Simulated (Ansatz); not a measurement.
CsCl-type RuAl was calculated with HSE06 (plane waves, PAW; Ansatz, a program for electronic structure).

Run with plane-wave cutoff 460 eV, 10×10×10 k mesh, Fermi–Dirac smearing 0.05 eV, no spin polarisation, scalar-relativistic PAW data made under PBE.

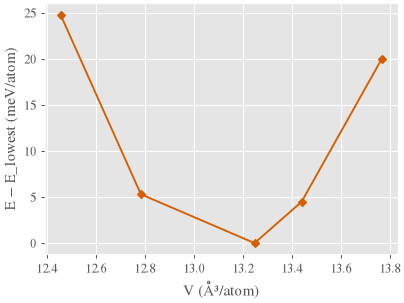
Figure. Total energy against volume

Q: From the curve, estimate the equilibrium volume and the bulk modulus.

A: V0 ≈ 13.1 Å³/atom and B0 ≈ 230 GPa; the fit gives V0 = 13.116 Å³/atom, B0 = 226 GPa, B′ = 4.4.

Note: the run has no spin polarisation, so it can have missed a magnetic state.

Computed values are for the static lattice.
